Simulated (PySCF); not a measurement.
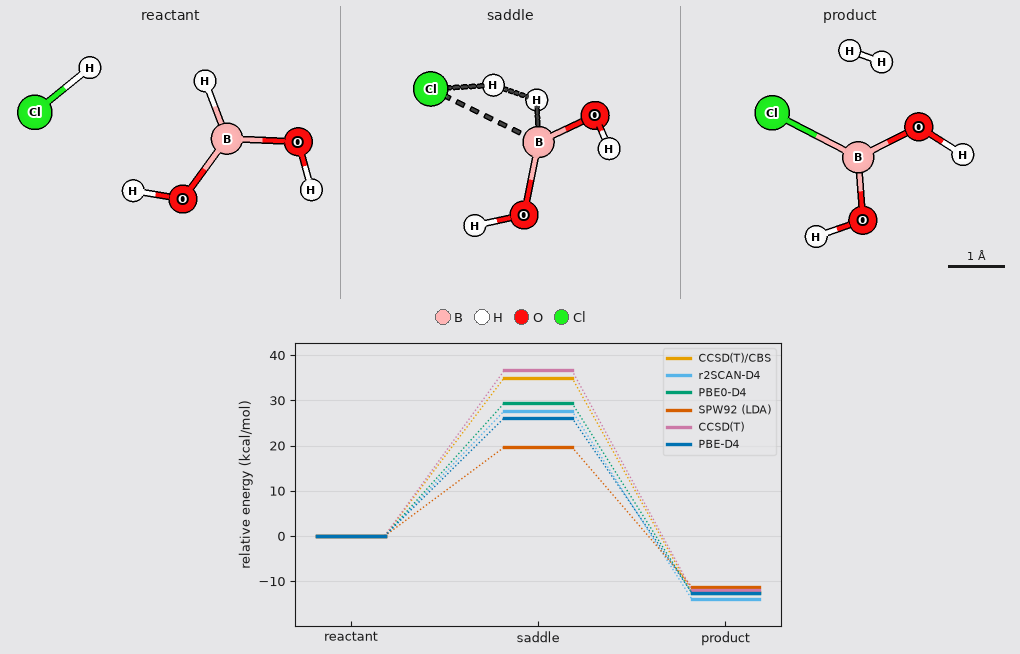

A reaction step of BH$_{4}$O$_{2}$Cl, with its energy diagram. Style: ball-and-stick. Shown at a tilt. Dashed sticks mark bonds that form or break.

Stationary points at PBE0-D4/def2-TZVP, single-point energies with CCSD(T)/CBS, r2SCAN-D4, PBE0-D4, SPW92 (LDA), CCSD(T), PBE-D4 (def2-TZVPP where no basis is named; PySCF 2.14.0). The energies are electronic, without zero-point or thermal terms, and both ends are the minima reached downhill from the saddle, with any fragments still in contact. CCSD(T)/CBS stands for a frozen-core estimate: MP2 correlation extrapolated from def2-TZVPP and def2-QZVPP, CCSD(T) minus MP2 from the smaller set.

Q: Describe the step and its energetics.

A: Counted by bonded pieces, the reactant holds BH₃O₂ + HCl and the product holds BH₂ClO₂ + H₂. From the reactant over the saddle to the product, bonds form: B–Cl (3.72 → 2.24 → 1.77 Å), H–H (2.24 → 0.96 → 0.75 Å). Bonds break: B–H (1.20 → 1.36 → 3.38 Å), Cl–H (1.28 → 1.65 → 3.25 Å). The saddle has one imaginary mode, 861i cm⁻¹. With CCSD(T)/CBS the barrier is 35.1 kcal/mol from the reactant and 47.4 kcal/mol from the product, and the product lies 12.3 kcal/mol below the reactant.

```csv
level,barrier from the reactant (kcal/mol),barrier from the product (kcal/mol),the product less the reactant (kcal/mol)
CCSD(T)/CBS,35.1,47.4,−12.3
r2SCAN-D4,27.7,41.6,−13.9
PBE0-D4,29.5,42.0,−12.6
SPW92 (LDA),19.7,30.9,−11.2
CCSD(T),36.7,48.5,−11.8
PBE-D4,26.2,38.7,−12.5
```

Against CCSD(T)/CBS, CCSD(T) comes closest on the barrier from the reactant (+1.6 kcal/mol) and SPW92 (LDA) misses most (−15.4 kcal/mol).

Limits of the set-up: the start holds two separate molecules, 2.2 Å apart at their closest, whose relative position is a soft coordinate.
